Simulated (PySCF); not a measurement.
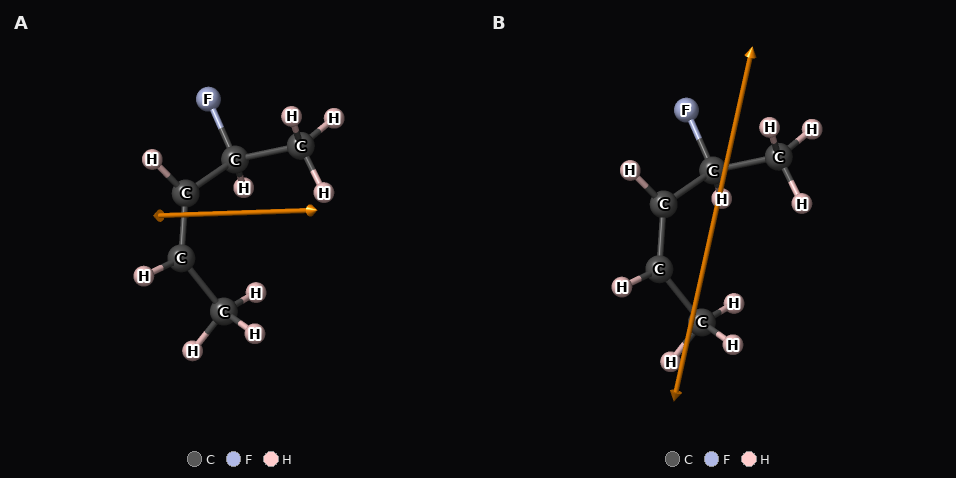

The double arrows show the directions of two transition dipoles from the ground state (lengths mean nothing). Computed geometry: GFN2-xTB optimisation. No frequency run is at hand to confirm it as a minimum. Method: TDDFT CAM-B3LYP/def2-SVPD, vertical, gas phase, core orbitals frozen in the response (PySCF 2.14.0).

Question. One belongs to singlet state 3 and one to singlet state 5. Which is which?

Answer. A: state 5, 8.24 eV (150 nm), oscillator strength 0.027, mainly HOMO → LUMO+3 (weight 0.79).
B: state 3, 7.60 eV (163 nm), oscillator strength 0.065, mainly HOMO → LUMO+2 (weight 0.65).
